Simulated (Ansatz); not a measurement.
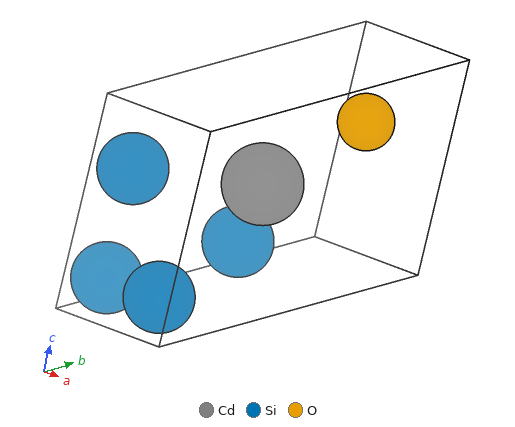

A spheres-only picture of a crystal structure, seen slightly off an axis. The frame is the simulation cell; atoms at its boundary are shown with their periodic copies.

```yaml
crystal:
  lattice:
    - [0.00000, 3.60175, 3.60175]
    - [3.60175, 0.00000, 3.60175]
    - [3.60175, 3.60175, 0.00000]
  atoms:
    - { symbol: Cd, position: [0.50000, 0.50000, 0.50000] }
    - { symbol: Si, position: [0.63016, 0.12328, 0.12328] }
    - { symbol: Si, position: [0.12328, 0.12328, 0.12328] }
    - { symbol: Si, position: [0.12328, 0.12328, 0.63016] }
    - { symbol: Si, position: [0.12328, 0.63016, 0.12328] }
    - { symbol: O, position: [0.75000, 0.75000, 0.75000] }
```

Run with DFT PBE, scalar-relativistic, plane waves, PAW (Ansatz 0.2.0) and these settings: a cutoff energy of 420 eV, 10×10×10 k-mesh, Gaussian smearing of 0.1 eV, no spin polarisation.

Predict the Bader charges.

Answer. Cd +0.58 e; Si +0.08 e; O -0.90 e.

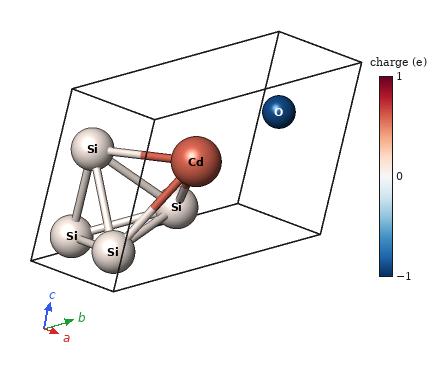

The atoms coloured by those charges.

The structure comes from a structure type filled with these elements by a generator (whether the compound takes this form wasn't checked). Earlier steps of the study may have refined or changed the cell and positions. A calculation with Ansatz used it as input.
